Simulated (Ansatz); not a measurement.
# CH5AlFGaO: small, medium and large basis sets

How large a basis does CH5AlFGaO need? Two functionals are run in growing sets.

Computed with Ansatz 0.2.0, Gaussian basis. Level: one geometry, several basis sets.

Plan: PBE0-D4/def2-SVP; ωB97M-V/def2-SVP; PBE0-D4/def2-QZVPP; ωB97M-V/def2-QZVPP; the functionals' def2-TZVPP values are taken from earlier runs.

**1. Structure used throughout**

An earlier PBE0-D4 in a triple-zeta def2 set relaxation fixed the geometry.

SMILES `[OH][Al]([GaH2])[CH2]F`, 10 atoms, charge 0, spin multiplicity 1.

Atoms are counted from 1 here; the program's logs count them from 0.

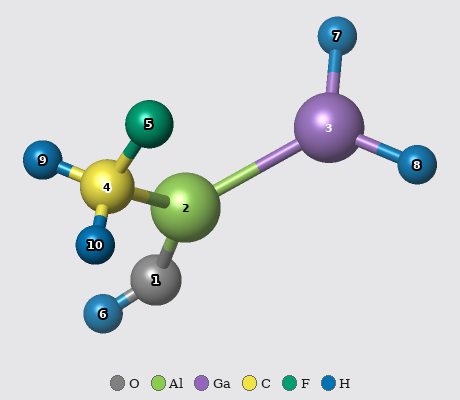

The geometry (oxygen grey, aluminium green, gallium purple, carbon yellow, fluorine teal, hydrogen blue); atoms are numbered from 1 in the order of the file.

Geometry (Å):

```
atom     x (Å)     y (Å)     z (Å)
  O1  -2.24548  -0.21806   0.06108
 Al2  -0.55000  -0.09430   0.01713
 Ga3   0.83282  -2.18863   0.06756
  C4   0.32222   1.69250  -0.07457
  F5   1.71236   1.46857  -0.09677
  H6  -2.86397   0.51021   0.04643
  H7   1.27389  -2.94325  -1.24641
  H8   1.33965  -2.83695   1.41412
  H9   0.06948   2.26918  -0.97264
 H10   0.10902   2.34072   0.78408
```

**2. PBE0-D4 in def2-SVP**

File in.yaml:

```yaml
crystal:
  periodic: [false, false, false]
  atoms:
    - {symbol: O, position_ang: [-2.245485, -0.218061, 0.061079]}
    - {symbol: Al, position_ang: [-0.550000, -0.094299, 0.017132]}
    - {symbol: Ga, position_ang: [0.832820, -2.188626, 0.067556]}
    - {symbol: C, position_ang: [0.322223, 1.692503, -0.074569]}
    - {symbol: F, position_ang: [1.712365, 1.468570, -0.096774]}
    - {symbol: H, position_ang: [-2.863975, 0.510210, 0.046428]}
    - {symbol: H, position_ang: [1.273893, -2.943248, -1.246410]}
    - {symbol: H, position_ang: [1.339647, -2.836948, 1.414116]}
    - {symbol: H, position_ang: [0.069476, 2.269180, -0.972639]}
    - {symbol: H, position_ang: [0.109025, 2.340718, 0.784081]}
basis:
  gaussian: {orbitals: def2-SVP}
hamiltonian: {xc: pbe0, dispersion: d4}
output: {orbitals: {seedname: orbitals}}
```

Started as:

```console
$ ansatz run in.yaml --threads 4 --pin off --events-out ev --progress --plain --max-ram 10444MiB
```

The log of the run:

```text
Functional definition: PBE0
  name "PBE0"
  cite "Adamo & Barone, J. Chem. Phys. 110, 6158 (1999) doi:10.1063/1.478522"
  cite "Perdew, Burke & Ernzerhof, Phys. Rev. Lett. 77, 3865 (1996) doi:10.1103/PhysRevLett.77.3865"
  parent pbe
  parameter a = 0.25
  parameter kappa = 0.804
  parameter beta = 0.06672455060314922
  exchange = (1 - a)*pbe_x(kappa = kappa, mu = beta*pi^2/3) + a*exact_x
  correlation = pbe_c(beta = beta)
1146 factors; integrals over basis functions are off by at most 1.3e-3 eV
mean field evaluation 1: about -64821.4649 eV, gradient 6.1e1 eV
mean field evaluation 2: about -64806.7367 eV, gradient 1.0e2 eV
mean field evaluation 4: about -64828.2557 eV, gradient 5.1e0 eV
mean field evaluation 8: about -64828.4367 eV, gradient 5.1e-1 eV
mean field evaluation 16: about -64828.4371 eV, gradient 6.8e-5 eV
mean field -64828.43709912 eV, -2382.4011210996 hartree, gradient 1.2e-5 eV, S^2 0.000000; 0 other end points of the search recorded, 0 dependent functions left out
reference -64828.43713286 eV, -2382.4011223398 hartree; 36, 36 occupied and 81, 81 virtual orbitals, 1146 factors
Total energy: -64828.59842343 eV, -2382.4070496588 hartree
```

It took 1.6 s on 4 threads of Arm Neoverse V2, shared host; peak memory 0.26 GiB.

**3. ωB97M-V in def2-SVP**

Edit in.yaml of step 2 so:

```diff
@@ -15,3 +15,3 @@
   gaussian: {orbitals: def2-SVP}
-hamiltonian: {xc: pbe0, dispersion: d4}
+hamiltonian: {xc: {name: wB97M-V}}
 output: {orbitals: {seedname: orbitals}}
```

The command is unchanged.

The log of the run, cut to the lines that bear on the results:

```text
Functional definition: wB97M-V
  name "wB97M-V"
  cite "Mardirossian & Head-Gordon, J. Chem. Phys. 144, 214110 (2016) doi:10.1063/1.4952647"
  cite "Becke, J. Chem. Phys. 107, 8554 (1997) doi:10.1063/1.475007"
  cite "Vydrov & Van Voorhis, J. Chem. Phys. 133, 244103 (2010) doi:10.1063/1.3521275"
  # Of w^i u^j: cxij and so on, Table III.
[...]
  gx(w, u) = 1 - cx + cx01*u + cx10*w
  gss(w, u) = css00 + css04*u^4 + css10*w + css20*w^2 + css43*w^4*u^3
  gos(w, u) = cos00 + cos10*w + (cos20 + cos21*u)*w^2 + (cos60 + cos61*u)*w^6
[...]
      + integral(e_c_pw_mod_opposite_spin*gos(b97_w_opposite, b97_u_opposite)) + vv10(b, c)
1146 factors; integrals over basis functions are off by at most 1.3e-3 eV
320 factors; integrals over basis functions are off by at most 9.7e-6 eV
[...]
mean field -64839.20724992 eV, -2382.7969168413 hartree, gradient 3.5e-5 eV, S^2 0.000000; 0 other end points of the search recorded, 0 dependent functions left out
reference -64839.20730535 eV, -2382.7969188784 hartree; 36, 36 occupied and 81, 81 virtual orbitals, 1146 factors
Total energy: -64839.20730535 eV, -2382.7969188784 hartree
```

Wall time 7 s (4 threads of Arm Neoverse V2, shared host); peak memory 0.39 GiB.

**4. PBE0-D4 in def2-QZVPP**

Edit in.yaml of step 3 so:

```diff
@@ -14,4 +14,4 @@
 basis:
-  gaussian: {orbitals: def2-SVP}
-hamiltonian: {xc: {name: wB97M-V}}
+  gaussian: {orbitals: "def2-QZVPP.json"}
+hamiltonian: {xc: pbe0, dispersion: d4}
 output: {orbitals: {seedname: orbitals}}
```

Same command.

The log of the run:

```text
Functional definition: PBE0
  name "PBE0"
  cite "Adamo & Barone, J. Chem. Phys. 110, 6158 (1999) doi:10.1063/1.478522"
  cite "Perdew, Burke & Ernzerhof, Phys. Rev. Lett. 77, 3865 (1996) doi:10.1103/PhysRevLett.77.3865"
  parent pbe
  parameter a = 0.25
  parameter kappa = 0.804
  parameter beta = 0.06672455060314922
  exchange = (1 - a)*pbe_x(kappa = kappa, mu = beta*pi^2/3) + a*exact_x
  correlation = pbe_c(beta = beta)
1839 factors; their error is unknown
mean field evaluation 1: about -64837.3962 eV, gradient 7.2e1 eV
mean field evaluation 2: about -64818.1247 eV, gradient 1.2e2 eV
mean field evaluation 4: about -64846.2541 eV, gradient 7.3e0 eV
mean field evaluation 8: about -64846.5089 eV, gradient 5.6e-1 eV
mean field evaluation 16: about -64846.5091 eV, gradient 4.3e-5 eV
mean field -64846.50905465 eV, -2383.0652532157 hartree, gradient 4.3e-5 eV, S^2 0.000000; 0 other end points of the search recorded, 0 dependent functions left out
reference -64846.50910334 eV, -2383.0652550054 hartree; 36, 36 occupied and 444, 444 virtual orbitals, 1839 factors
Total energy: -64846.67039391 eV, -2383.0711823244 hartree
```

Run time: 12 s. Hardware: 4 threads of Arm Neoverse V2, shared host; peak memory 2 GiB.

**5. ωB97M-V in def2-QZVPP**

Edit in.yaml of step 4 so:

```diff
@@ -15,3 +15,3 @@
   gaussian: {orbitals: "def2-QZVPP.json"}
-hamiltonian: {xc: pbe0, dispersion: d4}
+hamiltonian: {xc: {name: wB97M-V}}
 output: {orbitals: {seedname: orbitals}}
```

Same command.

The log of the run, cut to the lines that bear on the results:

```text
Functional definition: wB97M-V
  name "wB97M-V"
  cite "Mardirossian & Head-Gordon, J. Chem. Phys. 144, 214110 (2016) doi:10.1063/1.4952647"
  cite "Becke, J. Chem. Phys. 107, 8554 (1997) doi:10.1063/1.475007"
  cite "Vydrov & Van Voorhis, J. Chem. Phys. 133, 244103 (2010) doi:10.1063/1.3521275"
  # Of w^i u^j: cxij and so on, Table III.
[...]
  gx(w, u) = 1 - cx + cx01*u + cx10*w
  gss(w, u) = css00 + css04*u^4 + css10*w + css20*w^2 + css43*w^4*u^3
  gos(w, u) = cos00 + cos10*w + (cos20 + cos21*u)*w^2 + (cos60 + cos61*u)*w^6
[...]
      + integral(e_c_pw_mod_opposite_spin*gos(b97_w_opposite, b97_u_opposite)) + vv10(b, c)
1791 factors; their error is unknown
406 factors; integrals over basis functions are off by at most 1.2e-5 eV
[...]
mean field -64857.37950241 eV, -2383.4647348029 hartree, gradient 6.4e-5 eV, S^2 0.000000; 0 other end points of the search recorded, 0 dependent functions left out
reference -64857.37958131 eV, -2383.4647377023 hartree; 36, 36 occupied and 444, 444 virtual orbitals, 1791 factors
Total energy: -64857.37958131 eV, -2383.4647377023 hartree
```

It took 27 s on 4 threads of Arm Neoverse V2, shared host; peak memory 2.3 GiB.

**6. Functionals by basis**

The def2-TZVPP values come from earlier runs at the same geometry.

```csv
functional,basis,functions,energy (eV),from the largest (eV),HOMO (eV),LUMO (eV)
PBE0-D4,def2-SVP,117,-64828.5984,18.072,-6.85,-1.94
PBE0-D4,def2-TZVPP,253,-64844.9446,1.726,-6.93,-2.02
PBE0-D4,def2-QZVPP,480,-64846.6704,0.000,-6.95,-2.05
ωB97M-V,def2-SVP,117,-64839.2073,18.172,-8.84,-0.18
ωB97M-V,def2-TZVPP,253,-64855.7018,1.678,-8.94,-0.28
ωB97M-V,def2-QZVPP,480,-64857.3796,0.000,-8.97,-0.40
```

**7. Outcome**

```
                                       quantity           value
PBE0-D4: double and triple zeta above quadruple  18.07, 1.73 eV
ωB97M-V: double and triple zeta above quadruple  18.17, 1.68 eV
```

What this shows: PBE0-D4 gains 16.35 eV from double to triple zeta, then 1.73 eV more. These are total energies; as a rule much of such shifts cancels in differences, which this series doesn't test.

For PBE0-D4 the largest set took about 7 times as long as the smallest (12 s against 1.6 s).
